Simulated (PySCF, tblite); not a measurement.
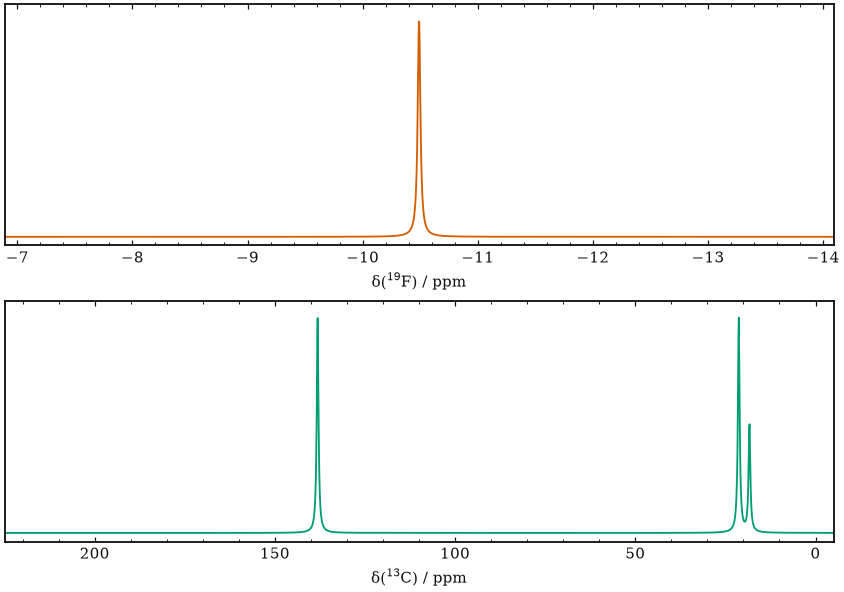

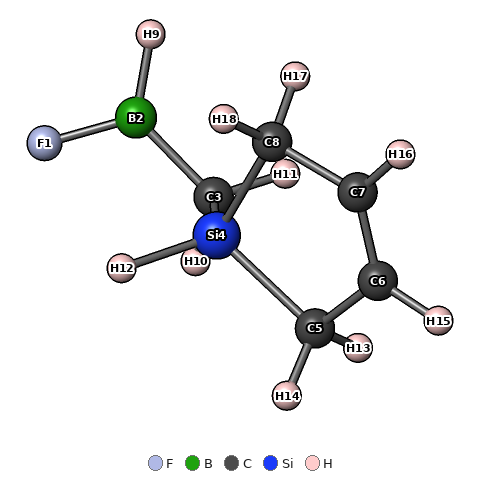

Spectrum and numbered structure of C₅H₁₀BFSi, SMILES FBC[SiH]1CC=CC1. GIAO shifts, PBE0/pcSseg-1 in PySCF 2.14.0, at a GFN2-xTB geometry (a minimum by its frequencies), against CFCl₃ for ¹⁹F and TMS for ¹³C computed at the same level (¹⁹F: this reference is a hard case for the method, so all values can be off together by tens of ppm, and differences between signals are safer). Gas phase, fully decoupled, line heights follow the number of nuclei, widths are arbitrary (no quadrupolar broadening); values of one conformer, averaged over nuclei that symmetry, rotation about single bonds or ring flips exchange, these motions taken as fast; other conformers aren't averaged in.

Question: Where does the ¹⁹F line lie?

Answer: At −10.5 ppm (F1).

Question: Which atoms give which ¹³C line?

Answer:
| δ (ppm) | nuclei | atoms |
| --- | --- | --- |
| 138.1 | 2 | C6, C7 |
| 21.3 | 2 | C5, C8 |
| 18.3 | 1 | C3 |

Known limits of this run: the tight-binding geometry is rougher than a DFT one and adds to the error.
